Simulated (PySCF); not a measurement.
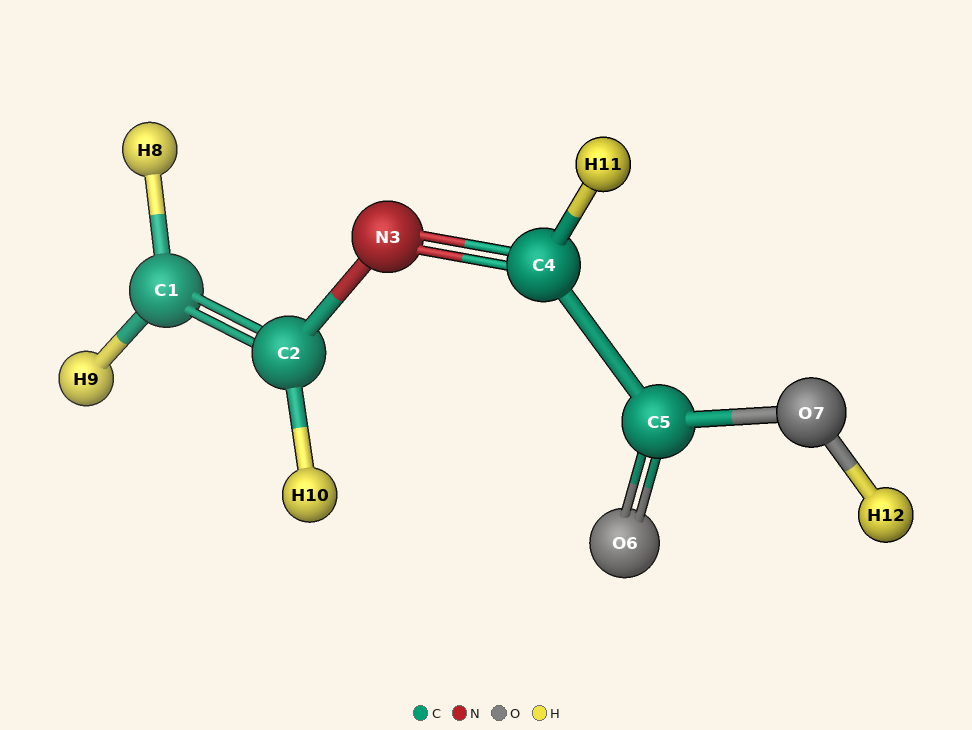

Computed geometry: GFN2-xTB optimisation. No frequency run is at hand to confirm it as a minimum. Method: delta-SCF UKS SCAN, pcX-2 on the ionised atom, pcseg-1 elsewhere, spin-free X2C (PySCF 2.14.0).

Give the core-electron binding energies (to vacuum) of C1 1s, C2 1s, N3 1s, C4 1s, C5 1s, O6 1s, O7 1s.

```csv
atom,level,binding energy (eV)
C1,1s,290.1
C2,1s,291.4
N3,1s,405.4
C4,1s,291.9
C5,1s,294.8
O6,1s,537.9
O7,1s,540.1
```
